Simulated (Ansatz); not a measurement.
The relaxed structure here is a generated cell of TaSi2: the first start was made by a random draw of sites in a space group, and the end was not matched to a known phase here, so it may be hypothetical. Known forms of TaSi2 include space group No. 181.

The end point of a relaxation of TaSi2. Space group P6/mmm (No. 191). Method: r2SCAN (plane waves to 500 eV, PAW, scalar-relativistic; Ansatz, an electronic-structure program).

Space group P6/mmm (No. 191); a = 4.6473 Å, b = 4.6473 Å, c = 2.6113 Å, α = 90.00°, β = 90.00°, γ = 120.00°

```
atom  site  symmetry       x       y       z
----  ----  --------  ------  ------  ------
Si      2c      -6m2  0.3333  0.6667  0.0000
Ta      1a     6/mmm  0.0000  0.0000  0.0000
```

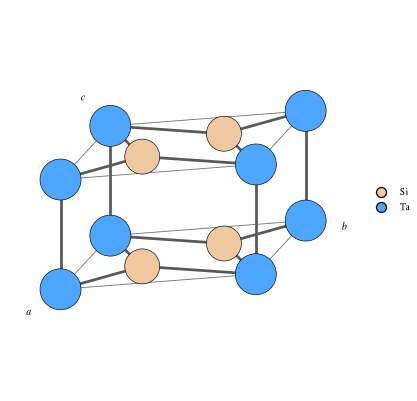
Figure. The conventional cell of the relaxed structure

For TaSi2, the volume per atom comes out as 16.28 Å³, the band gap is zero (metallic) and the shortest distances comes out as Si–Si 2.61 Å; Ta–Ta 2.61 Å; Si–Ta 2.68 Å. The k-mesh is 12×12×18.

Band energies at high-symmetry points (eV from the Fermi level; labels of this space group; no spin-orbit coupling), from −5 eV up to 1.1 eV:

```json
[
 {"point": "Γ", "energies": "-3.07 -0.32 -0.32"},
 {"point": "M", "energies": "-4.67 -4.57 -2.47 -1.37"},
 {"point": "K", "energies": "-2.82 -1.54 -1.54"},
 {"point": "A", "energies": "-2.62 -2.62 -1.60 -1.60 -0.52 0.49"},
 {"point": "L", "energies": "-3.10 -2.12 -1.03 -0.94 0.53"},
 {"point": "H", "energies": "-4.81 -4.81 -3.50 0.69 0.69 0.87 0.87"}
]
```

No spin polarisation in the result. The relaxed primitive cell holds an odd number of electrons. A magnetic state may lie lower.

The run could not lose the symmetry of its start: the end is stationary, and may be a saddle point rather than a minimum.

All atoms sit on sites fixed by symmetry, so only the cell could relax.
